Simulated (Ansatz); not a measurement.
# CaTi2Ga2, from a guessed structure to a relaxed one

Starting from a made-up structure for CaTi2Ga2, the aim is the relaxed cell, its shortest contacts and, where a second run follows, its electronic structure.

Method: DFT, PBE, plane-wave PAW, files of the set soft_1, scalar-relativistic, no spin, cell and ions relaxed at zero pressure; PAW set soft_1, in the first sound run; inputs show where later runs differ, in Ansatz 0.2.0.

## 1. Starting point

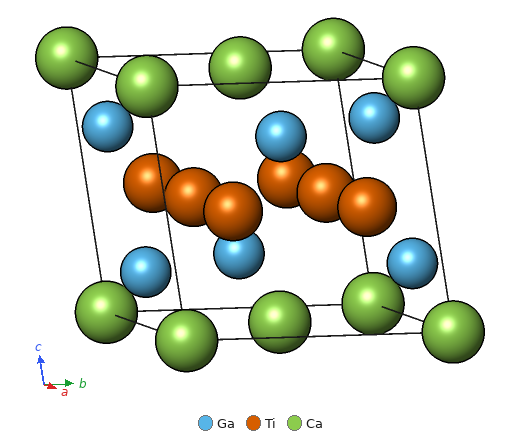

The cell as given, slightly off an axis (gallium blue, titanium orange, calcium green). This picture shows the conventional cell, with its axes. Some periodic images of atoms are drawn too.

## 2. Relaxation of the guess

The guess takes its coordinates from another compound and its volume from a rule, so the cell and any free coordinates are relaxed together.

Input file input.yaml:

```yaml
crystal:
  lattice:
    - [2.9815, -3.003, 0.0]
    - [2.9815, 3.003, 0.0]
    - [-2.952192846, 0.0, 5.207374905]
  atoms:
    - { symbol: Ga, position: [0.6019, 0.6019, 0.2252] }
    - { symbol: Ga, position: [0.3981, 0.3981, 0.7748] }
    - { symbol: Ti, position: [0.2486, 0.7514, 0.5] }
    - { symbol: Ti, position: [0.7514, 0.2486, 0.5] }
    - { symbol: Ca, position: [0.0, 0.0, 0.0] }
kpoints:
  mp_grid: { grid: [7, 7, 5] }
scf:
  occupations: { method: fermi_dirac, width: 0.05 }
hamiltonian:
  xc: pbe
  pseudopotentials: { kind: paw, azcp: { folder: soft_1 } }
relax:
  f_tol: 0.015
  max_steps: 70
  cell: {}
output:
  forces: true
  stress: true
```

On the command line:

```bash
$ ansatz run input.yaml --threads 4 --pin off --max-ram 8192MiB --backend cpu --events-out ev --progress --plain --runs-dir out
```

Numbers of over 12 decimals in the logs are rounded to 6 here.

The program printed:

```text
Engine: ansatz 0.2.0, aarch64-unknown-linux-gnu
Pseudopotentials: kind: paw
Pseudopotential: Ga, paw, valence charge 13, recommended cutoff 420 eV (normal), soft_1/Ga.paw.azcp
Pseudopotential: Ti, paw, valence charge 12, recommended cutoff 420 eV (normal), soft_1/Ti.paw.azcp
Pseudopotential: Ca, paw, valence charge 10, recommended cutoff 420 eV (normal), soft_1/Ca.paw.azcp
Functional definition: PBE
  parameter kappa = 0.804
  parameter beta = 0.066725
  exchange = pbe_x(kappa = kappa, mu = beta*pi^2/3)
  correlation = pbe_c(beta = beta)
Crystal: 5 atoms, lattice volume = 93.248 Å³
Basis set: ecut = 420 eV, 1779 PW (Γ), exchange–correlation on 60×60×90 points (8 copies of the dense FFT grid, shifted against one another)
Bands: 36, of which v1, the nominal top of the filled ones, is band 30 counted from 1 (29 counted from 0)
Symmetry: 4 space group operations
Space group: C2/m (ITA 12), of the structure as read, at distance tolerance 4.5e-5 Å
k-points: 72 of 245
Non-local potential: Ga, projectors of the file, l = 0: 2, l = 1: 2, l = 2: 3, l = 3: 1
Non-local potential: Ti, projectors of the file, l = 0: 3, l = 1: 2, l = 2: 3, l = 3: 1
Non-local potential: Ca, projectors of the file, l = 0: 3, l = 1: 2, l = 2: 2
PAW form: soft (Blöchl's): semilocal exchange-correlation on the pseudo side does not see the compensation charge
PAW one-centre angular grid: Ga, 590 points (default); XC on 64 Gauss nodes
PAW one-centre angular grid: Ti, 590 points (default); XC on 64 Gauss nodes
PAW one-centre angular grid: Ca, 110 points (default); XC on 64 Gauss nodes
Initial density: superposition of atomic densities (chi_scale 0.1, normalization cell, long waves kept (reshape's long-wave potential 0.00 eV rms))
Initial wavefunctions: pseudopotential atomic-orbital guess
Functional: x = pbe(κ = 0.804, μ = 0.219515), c = pbe(β = 0.066725)
SCF iter   1: F=—  HF=-14383.617176 eV  |F-HF|=—  |Δ(HF+E_count)|=         —  Δρ=5.10e-2  dr2=3.21e0  ethr=3.10e-3  ⟨swp⟩=8.4  Hψ=10868  notcnv=0
preconditioner: auto → Kerker (q_TF=auto, 2.535 Å⁻¹)  [metal: Δε(μ)=0.019 eV  Ē_g=11.030 eV  σ=0.050 eV  W_gap=0.09  n_scr=32 (ndim 8)  ℏωp=24.9 eV  f_vac=0.000  D(μ)=5.27/eV (n_scr^D=42)]
SCF iter   2: F=—  HF=-14382.777451 eV  |F-HF|=—  |Δ(HF+E_count)|=   8.40e-1  Δρ=2.40e-2  dr2=7.70e-1  ethr=3.10e-3  ⟨swp⟩=2.3  Hψ=4931  notcnv=0  defer=2
SCF iter   3: F=—  HF=-14382.615913 eV  |F-HF|=—  |Δ(HF+E_count)|=   1.62e-1  Δρ=1.27e-2  dr2=2.70e-1  ethr=1.28e-3  ⟨swp⟩=2.1  Hψ=4322  notcnv=0  defer=2
SCF iter   4: F=—  HF=-14382.567773 eV  |F-HF|=—  |Δ(HF+E_count)|=   4.81e-2  Δρ=4.55e-3  dr2=1.95e-2  ethr=4.50e-4  ⟨swp⟩=2.4  Hψ=4394  notcnv=0  defer=2
SCF iter   5: F=—  HF=-14382.568927 eV  |F-HF|=—  |Δ(HF+E_count)|=   1.15e-3  Δρ=1.43e-3  dr2=2.80e-3  ethr=3.26e-5  ⟨swp⟩=2.9  Hψ=4470  notcnv=0  defer=2
SCF iter   6: F=—  HF=-14382.568358 eV  |F-HF|=—  |Δ(HF+E_count)|=   5.69e-4  Δρ=4.12e-4  dr2=2.50e-4  ethr=4.67e-6  ⟨swp⟩=2.1  Hψ=3861  notcnv=0  defer=2
SCF iter   7: F=—  HF=-14382.568361 eV  |F-HF|=—  |Δ(HF+E_count)|=   3.47e-6  Δρ=1.47e-4  dr2=3.65e-5  ethr=4.17e-7  ⟨swp⟩=2.0  Hψ=3901  notcnv=0  defer=2
SCF iter   8: F=—  HF=-14382.568346 eV  |F-HF|=—  |Δ(HF+E_count)|=   1.53e-5  Δρ=4.14e-5  dr2=1.40e-6  ethr=6.08e-8  ⟨swp⟩=2.0  Hψ=3123  notcnv=0  defer=2
SCF iter   9: F=—  HF=-14382.568347 eV  |F-HF|=—  |Δ(HF+E_count)|=   4.28e-7  Δρ=1.17e-5  dr2=1.18e-7  ethr=2.33e-9  ⟨swp⟩=2.0  Hψ=4108  notcnv=0  defer=2
SCF iter  10: F=-14382.568347 eV  HF=-14382.568347 eV  |F-HF|=1.32e-9  |Δ(HF+E_count)|=   1.87e-8  Δρ=2.54e-6  dr2=6.07e-9  ethr=1.67e-10  ⟨swp⟩=4.0  Hψ=7617  notcnv=0
SCF 1 converged in 10 iterations: F = -14382.568347 eV  dr2 = 6.07e-9
  greatest PAW one-centre occupation: 0.999 electrons in one spin orbital (limit 2), on the Ti atom at site 3 (counted from 0), in its partial waves of l = 0
relax step   1: F+E_penalty+E_count = -14382.56834658 eV  Δ(F+E_penalty+E_count) = +0.000e0 eV  max|allowed force component| = 3.644e-1 eV/Å  Δτ_max = 0.0000 Å  P = +11.527 GPa  Ω = 93.248 Å³  (10 SCF iters, dr2 threshold 1.00e-7 eV, accepted)
Crystal: 5 atoms, lattice volume = 100.257 Å³
Basis set: ecut = 420 eV, 1971 PW (Γ), exchange–correlation on 60×60×90 points (8 copies of the dense FFT grid, shifted against one another)
Initial density: handed on by an earlier stage of this run
Initial wavefunctions: those handed on with the density
iter 1 solved again at ethr=2.12e-4 eV; its pass at ethr=3.10e-3 eV (dr2=1.27e-1 eV) is discarded
SCF iter   1: F=—  HF=-14383.074648 eV  |F-HF|=—  |Δ(HF+E_count)|=         —  Δρ=6.86e-3  dr2=1.26e-1  ethr=2.12e-4  ⟨swp⟩=1.2  Hψ=14619  notcnv=0
preconditioner: auto → Kerker (q_TF=auto, 2.505 Å⁻¹)  [metal: Δε(μ)=0.013 eV  Ē_g=12.030 eV  σ=0.050 eV  W_gap=0.07  n_scr=32 (ndim 8)  ℏωp=24.0 eV  f_vac=0.000  D(μ)=6.77/eV (n_scr^D=78)]
SCF iter   2: F=—  HF=-14383.062520 eV  |F-HF|=—  |Δ(HF+E_count)|=   1.21e-2  Δρ=3.18e-3  dr2=3.40e-2  ethr=2.11e-4  ⟨swp⟩=2.1  Hψ=2974  notcnv=0
SCF iter   3: F=—  HF=-14383.058436 eV  |F-HF|=—  |Δ(HF+E_count)|=   4.08e-3  Δρ=1.71e-3  dr2=4.12e-3  ethr=5.67e-5  ⟨swp⟩=2.0  Hψ=3813  notcnv=0
SCF iter   4: F=—  HF=-14383.056622 eV  |F-HF|=—  |Δ(HF+E_count)|=   1.81e-3  Δρ=6.18e-4  dr2=4.96e-4  ethr=6.86e-6  ⟨swp⟩=2.0  Hψ=3888  notcnv=0
SCF iter   5: F=—  HF=-14383.056646 eV  |F-HF|=—  |Δ(HF+E_count)|=   2.44e-5  Δρ=2.59e-4  dr2=8.01e-5  ethr=8.27e-7  ⟨swp⟩=2.0  Hψ=3908  notcnv=0
SCF iter   6: F=—  HF=-14383.056632 eV  |F-HF|=—  |Δ(HF+E_count)|=   1.41e-5  Δρ=7.52e-5  dr2=6.13e-6  ethr=1.33e-7  ⟨swp⟩=2.0  Hψ=3825  notcnv=0
SCF iter   7: F=—  HF=-14383.056633 eV  |F-HF|=—  |Δ(HF+E_count)|=   1.10e-6  Δρ=2.22e-5  dr2=9.00e-7  ethr=1.02e-8  ⟨swp⟩=2.0  Hψ=3872  notcnv=0
SCF iter   8: F=-14383.056633 eV  HF=-14383.056633 eV  |F-HF|=9.44e-10  |Δ(HF+E_count)|=   8.37e-8  Δρ=7.06e-6  dr2=3.70e-8  ethr=8.33e-10  ⟨swp⟩=4.1  Hψ=9295  notcnv=0
SCF 2 converged in 8 iterations: F = -14383.056633 eV  dr2 = 3.70e-8
relax step   2: F+E_penalty+E_count = -14383.05663316 eV  Δ(F+E_penalty+E_count) = -4.883e-1 eV  max|allowed force component| = 2.084e-1 eV/Å  Δτ_max = 0.0265 Å  P = +3.760 GPa  Ω = 100.257 Å³  energy of the carried Pulay correction = -1.384e-3 eV  (8 SCF iters, dr2 threshold 5.00e-7 eV, accepted)
Crystal: 5 atoms, lattice volume = 102.855 Å³
Basis set: ecut = 420 eV, 1991 PW (Γ), exchange–correlation on 60×60×90 points (8 copies of the dense FFT grid, shifted against one another)
iter 1 solved again at ethr=1.11e-4 eV; its pass at ethr=3.10e-3 eV (dr2=6.65e-2 eV) is discarded
SCF iter   1: F=—  HF=-14383.289560 eV  |F-HF|=—  |Δ(HF+E_count)|=         —  Δρ=5.15e-3  dr2=6.57e-2  ethr=1.11e-4  ⟨swp⟩=1.3  Hψ=14947  notcnv=0
preconditioner: auto → Kerker (q_TF=auto, 2.494 Å⁻¹)  [metal: Δε(μ)=0.027 eV  Ē_g=11.966 eV  σ=0.050 eV  W_gap=0.13  n_scr=32 (ndim 8)  ℏωp=23.7 eV  f_vac=0.000  D(μ)=5.95/eV (n_scr^D=60)]
SCF iter   2: F=—  HF=-14383.284823 eV  |F-HF|=—  |Δ(HF+E_count)|=   4.74e-3  Δρ=2.50e-3  dr2=1.57e-2  ethr=1.10e-4  ⟨swp⟩=2.1  Hψ=3103  notcnv=0
SCF iter   3: F=—  HF=-14383.283622 eV  |F-HF|=—  |Δ(HF+E_count)|=   1.20e-3  Δρ=8.71e-4  dr2=1.14e-3  ethr=2.62e-5  ⟨swp⟩=2.2  Hψ=3699  notcnv=0
SCF iter   4: F=—  HF=-14383.283417 eV  |F-HF|=—  |Δ(HF+E_count)|=   2.04e-4  Δρ=4.96e-4  dr2=2.82e-4  ethr=1.91e-6  ⟨swp⟩=2.0  Hψ=3864  notcnv=0
SCF iter   5: F=—  HF=-14383.283317 eV  |F-HF|=—  |Δ(HF+E_count)|=   1.01e-4  Δρ=1.66e-4  dr2=4.85e-5  ethr=4.70e-7  ⟨swp⟩=2.0  Hψ=3795  notcnv=0
SCF iter   6: F=—  HF=-14383.283309 eV  |F-HF|=—  |Δ(HF+E_count)|=   8.30e-6  Δρ=4.78e-5  dr2=2.74e-6  ethr=8.08e-8  ⟨swp⟩=2.0  Hψ=3183  notcnv=0
SCF iter   7: F=-14383.283309 eV  HF=-14383.283309 eV  |F-HF|=1.01e-7  |Δ(HF+E_count)|=   3.54e-7  Δρ=1.36e-5  dr2=2.34e-7  ethr=8.33e-10  ⟨swp⟩=5.0  Hψ=10896  notcnv=0
SCF 3 converged in 7 iterations: F = -14383.283309 eV  dr2 = 2.34e-7
relax step   3: F+E_penalty+E_count = -14383.28330886 eV  Δ(F+E_penalty+E_count) = -2.267e-1 eV  max|allowed force component| = 1.047e-1 eV/Å  Δτ_max = 0.0323 Å  P = +0.940 GPa  Ω = 102.855 Å³  energy of the carried Pulay correction = -1.873e-3 eV  (7 SCF iters, dr2 threshold 5.00e-7 eV, accepted)
[...]
relax step   4: F+E_penalty+E_count = -14383.37699789 eV  Δ(F+E_penalty+E_count) = -9.369e-2 eV  max|allowed force component| = 1.340e-1 eV/Å  Δτ_max = 0.0309 Å  P = -0.046 GPa  Ω = 103.045 Å³  energy of the carried Pulay correction = -1.908e-3 eV  (7 SCF iters, dr2 threshold 5.00e-7 eV, accepted)
[...]
relax step   5: F+E_penalty+E_count = -14383.38114211 eV  Δ(F+E_penalty+E_count) = -4.144e-3 eV  max|allowed force component| = 6.749e-2 eV/Å  Δτ_max = 0.0050 Å  P = +0.031 GPa  Ω = 102.800 Å³  energy of the carried Pulay correction = -1.862e-3 eV  (6 SCF iters, dr2 threshold 5.00e-7 eV, accepted)
[...]
relax step   6: F+E_penalty+E_count = -14383.38162663 eV  Δ(F+E_penalty+E_count) = -4.845e-4 eV  max|allowed force component| = 4.341e-3 eV/Å  Δτ_max = 0.0052 Å  P = +0.034 GPa  Ω = 102.865 Å³  energy of the carried Pulay correction = -1.874e-3 eV  (6 SCF iters, dr2 threshold 2.85e-7 eV, accepted)
[...]
relax step   7: F+E_penalty+E_count = -14383.39004913 eV  Δ(F+E_penalty+E_count) = -8.422e-3 eV  max|allowed force component| = 4.365e-3 eV/Å  Δτ_max = 0.0000 Å  P = +0.189 GPa  Ω = 102.865 Å³  stress off target by 4.68e-1 GPa  SCF on the basis re-selected at this cell (its energy is not comparable with the rows above)  (8 SCF iters)
[...]
relax step   8: F+E_penalty+E_count = -14383.39064752 eV  Δ(F+E_penalty+E_count) = -5.984e-4 eV  max|allowed force component| = 2.656e-3 eV/Å  Δτ_max = 0.0010 Å  P = -0.010 GPa  Ω = 103.100 Å³  energy of the carried Pulay correction = -4.710e-5 eV  (6 SCF iters, dr2 threshold 5.00e-7 eV, accepted)
iter 1 solved again at ethr=1.98e-7 eV; its pass at ethr=3.10e-3 eV (dr2=1.19e-4 eV) is discarded
SCF iter   1: F=—  HF=-14383.390694 eV  |F-HF|=—  |Δ(HF+E_count)|=         —  Δρ=3.82e-5  dr2=3.87e-8  ethr=1.98e-7  ⟨swp⟩=3.0  Hψ=16049  notcnv=0
eigensolver tolerance schedule: the retry pair's looser diagonalisation over-reported the residual by 3071.93 of it (diagonalisation noise at 0.24 of the residual, at the tolerance the schedule requests for it); recorded, not acted on — ethr = c·dr2/N_el stays at c = 1.0e-1
preconditioner: auto → Kerker (q_TF=auto, 2.493 Å⁻¹)  [metal: Δε(μ)=0.021 eV  Ē_g=11.951 eV  σ=0.050 eV  W_gap=0.10  n_scr=32 (ndim 8)  ℏωp=23.7 eV  f_vac=0.000  D(μ)=6.70/eV (n_scr^D=62)]
SCF iter   2: F=—  HF=-14383.390694 eV  |F-HF|=—  |Δ(HF+E_count)|=   2.48e-7  Δρ=1.97e-5  dr2=1.61e-8  ethr=6.44e-11  ⟨swp⟩=2.2  Hψ=4835  notcnv=0
SCF iter   3: F=—  HF=-14383.390696 eV  |F-HF|=—  |Δ(HF+E_count)|=   1.93e-6  Δρ=3.66e-6  dr2=1.21e-9  ethr=2.68e-11  ⟨swp⟩=2.0  Hψ=3801  notcnv=0
SCF iter   4: F=—  HF=-14383.390696 eV  |F-HF|=—  |Δ(HF+E_count)|=   6.17e-8  Δρ=9.31e-7  dr2=2.90e-10  ethr=2.01e-12  ⟨swp⟩=2.0  Hψ=3958  notcnv=0
SCF iter   5: F=—  HF=-14383.390696 eV  |F-HF|=—  |Δ(HF+E_count)|=   3.89e-9  Δρ=1.92e-7  dr2=5.94e-11  ethr=1.00e-12  ⟨swp⟩=2.0  Hψ=3366  notcnv=0
SCF iter   6: F=-14383.390696 eV  HF=-14383.390696 eV  |F-HF|=0.00e0  |Δ(HF+E_count)|=  1.46e-11  Δρ=5.92e-8  dr2=6.10e-12  ethr=1.00e-12  ⟨swp⟩=4.0  Hψ=8276  notcnv=0
SCF 9 converged in 6 iterations: F = -14383.390696 eV  dr2 = 6.10e-12
relax step   9: F+E_penalty+E_count = -14383.39069579 eV  Δ(F+E_penalty+E_count) = -4.826e-5 eV  max|allowed force component| = 2.644e-3 eV/Å  Δτ_max = 0.0000 Å  P = -0.010 GPa  Ω = 103.100 Å³  stress off target by 3.18e-2 GPa  SCF on the basis re-selected at this cell (its energy is not comparable with the rows above)  (6 SCF iters)
basis re-selected at this cell: Δ(F+E_penalty+E_count) = -4.826e-5 eV, ΔP = -0.001 GPa vs the last step (what re-selecting the basis moved, of the pressure what is left beyond the Pulay correction that the steps carried, after the strain that the cell walked since its last selection, with what the two solves' SCF thresholds leave and, on support functions, any second-order correction that the steps lacked; it is no m [...]
SCF converged after 6 iterations
Free energy (F): -14383.390696 eV
Harris-Foulkes:  -14383.390696 eV  (|F-HF|=0.00e0)
Internal energy: -14383.334553 eV  (E = F + TS)
E sigma→0 (E₀):  -14383.362625 eV
Entropy (-TS):   -0.056142 eV (-11.228 meV/atom)
Fermi energy:    9.654405 eV
--- Per-component energies (eV) ---
  E_band       = -573.078192
  E_kinetic    = 1038.405271
  E_local      = -5602.236394  (includes V_loc(G=0)·N_el)
  E_nonlocal   = 21.257980
  E_hartree    = 2875.862461
  E_xc         = -487.514110
  E_vxc        = -562.308219  (∫ρ·V_xc dr)
  E_paw        = -6924.746461  (= ΣΔE_a)
  E_vpaw       = -1219.921293  (= ΣTr[D̂ρ^β])
  E_aug_tail   = -0.000582  (compensation charges beyond the density's cutoff)
  E_ewald      = -5304.362719
  E_smearing   = -0.056142  (= −TS)
  E_closure    = 0.000000  (closes the sum)
  Σ components = -14383.390696   (vs F -14383.390696, Δ=0.00e0)
--- Forces (eV/Å), atoms counted from 1 ---
  atom   1  Ga    -0.00016391     0.00000000    -0.00123359
  atom   2  Ga     0.00016391    -0.00000000     0.00123359
  atom   3  Ti     0.00000000     0.00264445     0.00000000
  atom   4  Ti    -0.00000000    -0.00264445     0.00000000
  atom   5  Ca     0.00000000     0.00000000     0.00000000
  max |Σ_I F_I| component: 2.71e-20 eV/Å
--- Stress (GPa, compression-positive) ---
       -0.025942       0.000000      -0.001827
        0.000000      -0.031825       0.000000
       -0.001827       0.000000       0.026781
  P = ⅓ Tr σ = -0.0103 GPa (-0.103 kbar)
--- Relaxed structure (7 steps of the walk, 7 accepted, 2 SCFs on fresh bases) ---
  F+E_penalty+E_count = -14383.39069579 eV   max|allowed force component| = 2.644e-3 eV/Å   (the final SCF, on the basis selected at the relaxed cell)
  cell:  # Å, volume = 103.0999 Å³
    - [2.922417, -2.916796, -0.00728057]
    - [2.922417, 2.916796, -0.00728057]
    - [-2.906407, 1.8699946096358308e-17, 6.054797]
  atoms:
    - { symbol: Ga, position: [0.606948, 0.606948, 0.213768] }
    - { symbol: Ga, position: [0.393052, 0.393052, 0.786232] }
    - { symbol: Ti, position: [0.249934, 0.750066, 0.5] }
    - { symbol: Ti, position: [0.750066, 0.249934, 0.5] }
    - { symbol: Ca, position: [0, 0, 0] }
```

Elapsed: 42 s, on 4 threads of Arm Neoverse V1, shared host; peak memory 0.58 GiB; 2.6 min of CPU time.

Step by step:

| step | energy less that of the first step (eV) | largest force component (eV/Å) | pressure (GPa) | volume (Å³) |
| --- | --- | --- | --- | --- |
| 1 | 0.0000 | 0.3644 | 11.53 | 93.25 |
| 2 | -0.4883 | 0.2084 | 3.76 | 100.26 |
| 3 | -0.7150 | 0.1047 | 0.94 | 102.86 |
| 4 | -0.8087 | 0.1340 | -0.05 | 103.05 |
| 5 | -0.8128 | 0.0675 | 0.03 | 102.80 |
| 6 | -0.8133 | 0.0043 | 0.03 | 102.87 |
| 7* | -0.8217 | 0.0044 | 0.19 | 102.87 |
| 8 | -0.8223 | 0.0027 | -0.01 | 103.10 |
| 9* | -0.8223 | 0.0026 | -0.01 | 103.10 |

Relaxation steps marked * repeat the geometry before them on a plane-wave basis chosen anew for their cell, so energy and pressure can jump there.

Forces are held to the 4 operations that the run works with; a distortion that breaks them can't arise in this run.

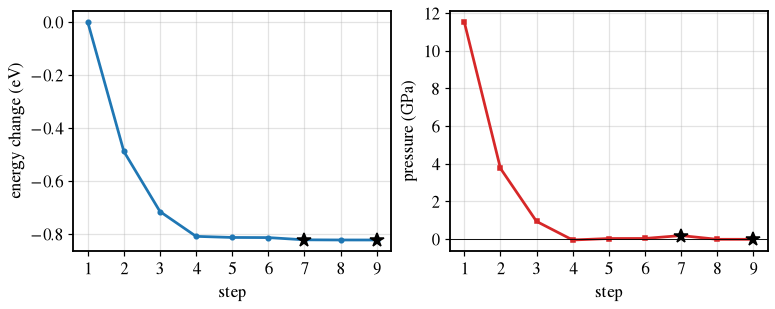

Energy and pressure along the relaxation. Stars mark steps on a basis chosen anew.

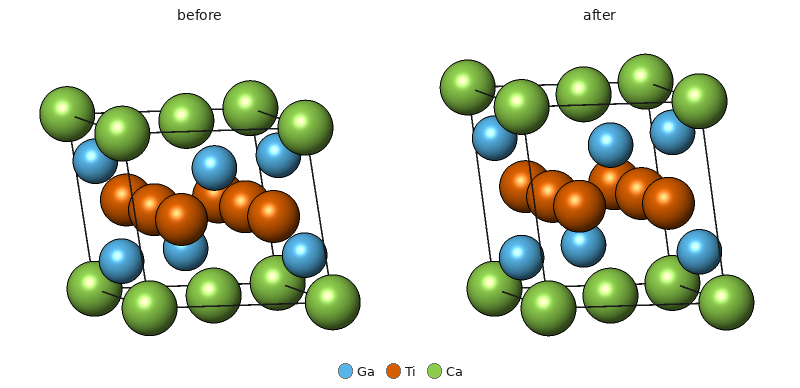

Before and after, at one scale.

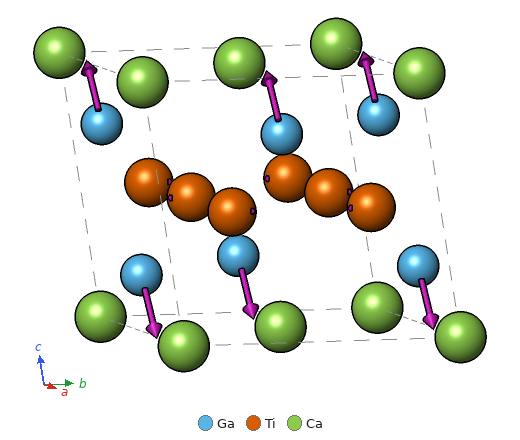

Displacements in the relaxation, exaggerated, measured against the changing cell; the longest in the cell stands for 0.09 Å. Some periodic images of atoms are drawn too.

| cell as run | before | after | change |
| --- | --- | --- | --- |
| a (Å) | 4.232 | 4.129 | -2.4 % |
| b (Å) | 4.232 | 4.129 | -2.4 % |
| c (Å) | 5.986 | 6.716 | +12.2 % |
| α (°) | 110.33 | 107.93 | -2.2 % |
| β (°) | 110.33 | 107.93 | -2.2 % |
| γ (°) | 90.41 | 89.89 | -0.6 % |
| volume (Å³/atom) | 18.65 | 20.62 | +10.6 % |

The atoms that moved most (Å, as changes of fractional coordinates times the final cell):

| atom | dx | dy | dz | length |
| --- | --- | --- | --- | --- |
| Ga1 | 0.063 | 0.000 | -0.069 | 0.093 |
| Ga2 | -0.063 | 0.000 | 0.069 | 0.093 |
| Ti4 | 0.000 | 0.008 | 0.000 | 0.008 |
| Ti3 | 0.000 | -0.008 | 0.000 | 0.008 |

The relaxed structure:

```cif
data_structure
_symmetry_space_group_name_H-M 'P 1'
_symmetry_Int_Tables_number 1
_cell_length_a 4.1290
_cell_length_b 4.1290
_cell_length_c 6.7162
_cell_angle_alpha 107.931
_cell_angle_beta 107.931
_cell_angle_gamma 89.890
_cell_volume 103.10
loop_
_atom_site_label
_atom_site_type_symbol
_atom_site_fract_x
_atom_site_fract_y
_atom_site_fract_z
_atom_site_occupancy
Ga1 Ga 0.60695 0.60695 0.21377 1
Ga2 Ga 0.39305 0.39305 0.78623 1
Ti3 Ti 0.24993 0.75007 0.50000 1
Ti4 Ti 0.75007 0.24993 0.50000 1
Ca5 Ca 0.00000 0.00000 0.00000 1
```

This step gave:

```
free energy             : -14383.3907 eV
energy at zero smearing : -14383.3626 eV
smearing term TS        : 0.05614 eV
Fermi energy            : 9.654 eV
electrons               : 60
symmetry operations     : 4
pressure                : -0.01033 GPa
```

Shortest distances by pair of elements, guess and relaxed (not always the same contact):

| pair | guess (Å) | relaxed (Å) |
| --- | --- | --- |
| Ga–Ga | 2.348 | 2.586 |
| Ga–Ti | 2.518 | 2.694 |
| Ti–Ti | 2.982 | 2.916 |
| Ca–Ga | 3.151 | 3.190 |
| Ca–Ti | 3.345 | 3.661 |

The relaxation ends with a largest force component of 0.0026 eV/Å and a pressure of -0.01 GPa.

(Part 1 of 2 ends here.)

[Logs are printed without paths, hosts, clocks, repeated set-up lines and the standing remarks that a program may print on its own settings, such as how far it seeks lower states.]

[Hosts, paths, dates, database ids (printed as entryN), source tags and the programs' standing remarks are cut or masked in the printed files.]
